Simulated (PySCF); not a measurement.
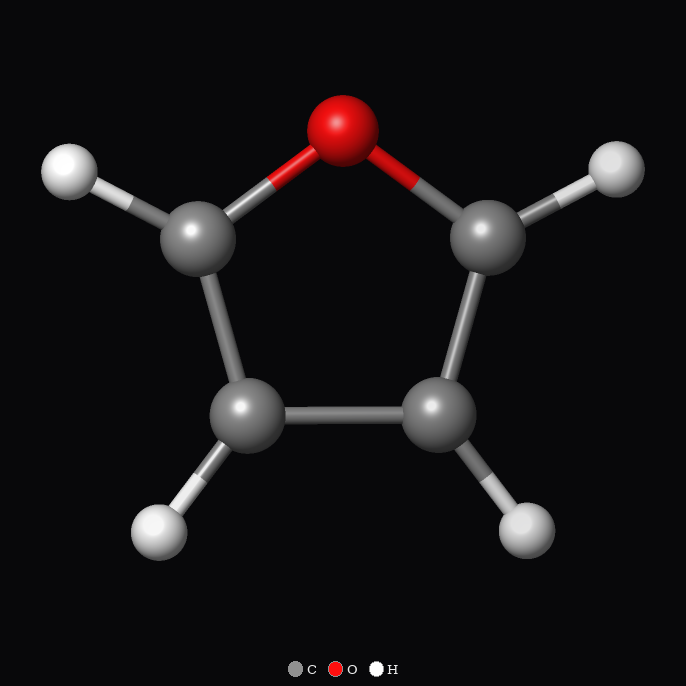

Ball-and-stick drawing of a structure. Every bond is drawn as one stick, whatever its order.

The geometry was computed by an optimisation with PBE0-D3(BJ)/def2-SVP. No frequency run is at hand to confirm it as a minimum.

Question: Which formula does it have?

Answer: C₄H₄O, 9 atoms: 4 carbon, 4 hydrogen and 1 oxygen.

Question: Does it have rings?

Answer: Independent rings (smallest set): 1 of 5 members, 1 of them aromatic.

Question: How many bonds of each kind are drawn?

Answer: 4 C–H, 3 C–C, 2 C–O.

Question: What is its SMILES?

Answer: c1ccoc1

More results for the same structure follow; atom numbers are the same in all pictures, views and colours differ.

**Shape**

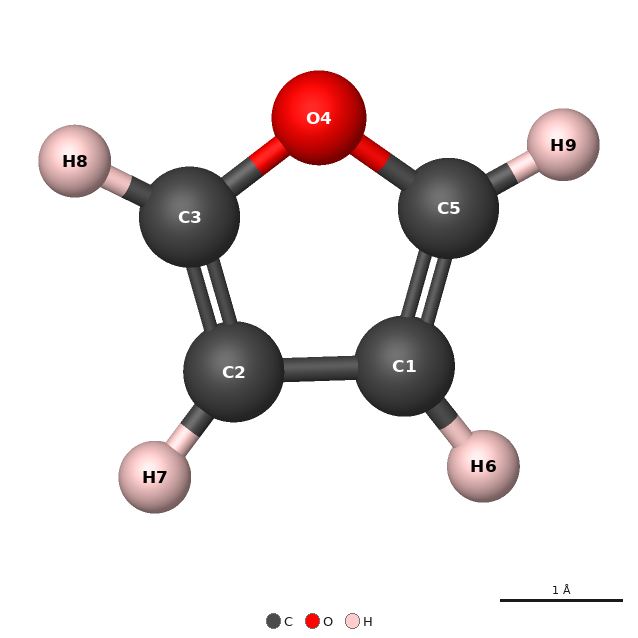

No frequency run is at hand to confirm it as a minimum.

Estimate the angles C2–C1–C5, C2–C1–H6, C5–C1–H6, C3–O4–C5, C2–C3–O4, C2–C3–H8, O4–C3–H8.

```
   angle  degrees
C2–C1–C5    105.8
C2–C1–H6    127.5
C5–C1–H6    126.6
C3–O4–C5    107.5
C2–C3–O4    110.4
C2–C3–H8    133.4
O4–C3–H8    116.2
```

**Spin–spin coupling**

No frequency run is at hand to confirm it as a minimum. Properties computed with B97-2/pcJ-1 indirect spin-spin coupling, non-relativistic, gas phase (PySCF 2.14.0). Isotopes: 13C, 1H, 17O.

Give the spin–spin coupling constants of these pairs, with the number of bonds between them: C1/C5, C1/C2, C3/O4, C3/H8, C1/H9, C3/C5, O4/H8, C5/H6, C2/H9.

```json
{"pair": "C1, C5", "bonds apart": "1", "J (Hz)": "74.5"}
{"pair": "C1, C2", "bonds apart": "1", "J (Hz)": "54.1"}
{"pair": "C3, O4", "bonds apart": "1", "J (Hz)": "24.6"}
{"pair": "C3, H8", "bonds apart": "1", "J (Hz)": "194.1"}
{"pair": "C1, H9", "bonds apart": "2", "J (Hz)": "12.5"}
{"pair": "C3, C5", "bonds apart": "2", "J (Hz)": "5.7"}
{"pair": "O4, H8", "bonds apart": "2", "J (Hz)": "−19.1"}
{"pair": "C5, H6", "bonds apart": "2", "J (Hz)": "10.1"}
{"pair": "C2, H9", "bonds apart": "3", "J (Hz)": "5.8"}
```

**Electronic properties**

No frequency run is at hand to confirm it as a minimum. Properties computed with KT2/pcJ-1, gas phase (PySCF 2.14.0).

Question: Estimate the HOMO–LUMO gap.

Answer: 4.99 eV.

Question: Estimate the dipole moment.

Answer: 0.52 D.

Question: Estimate the HOMO energy (Kohn–Sham orbital).

Answer: −5.59 eV.

**Bond orders**

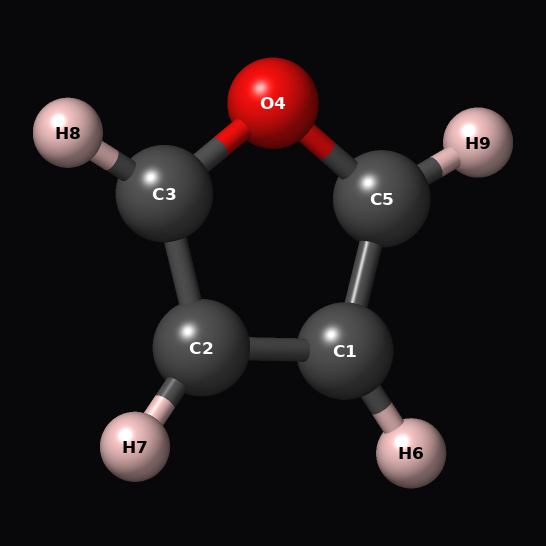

Every bond is drawn as one stick. No frequency run is at hand to confirm it as a minimum. Computed with PBE0/cc-pVTZ (PySCF 2.14.0).

Question: Which bond has the highest Mayer bond order?

Answer: C1–C5 and C2–C3, 1.60, at a length of 1.363 Å.

List the Mayer bond orders of C1–C2, C1–C5, C1–H6, C3–O4, C3–H8 (one bond of each equivalent set).

| bond | Mayer order | length (Å) |
| --- | --- | --- |
| C1–C2 | 1.22 | 1.431 |
| C1–C5 | 1.60 | 1.363 |
| C1–H6 | 0.96 | 1.088 |
| C3–O4 | 1.17 | 1.348 |
| C3–H8 | 0.96 | 1.087 |

**NMR shielding**

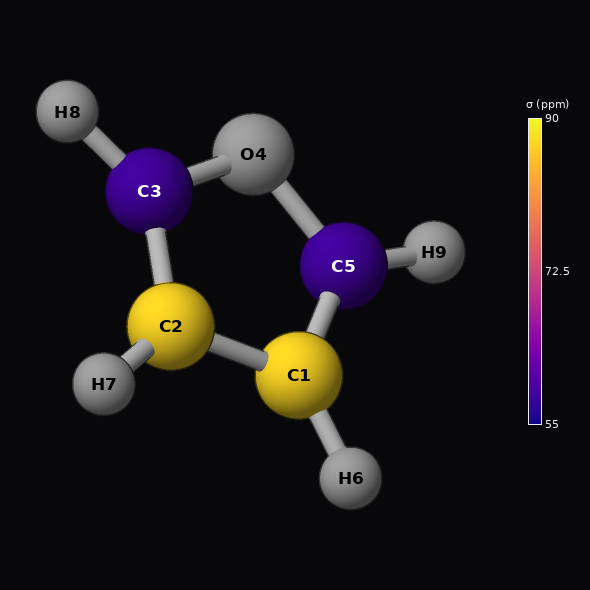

Atoms are coloured by their isotropic NMR shieldings (C only, the others grey). No frequency run is at hand to confirm it as a minimum. Method: GIAO PBE0/cc-pVDZ NMR shielding, non-relativistic, gas phase (PySCF 2.14.0).

Give the isotropic NMR shieldings of the C atoms atom by atom.

```
atom  σ (ppm)
  C1     87.1
  C2     87.1
  C3     58.7
  C5     58.7
```
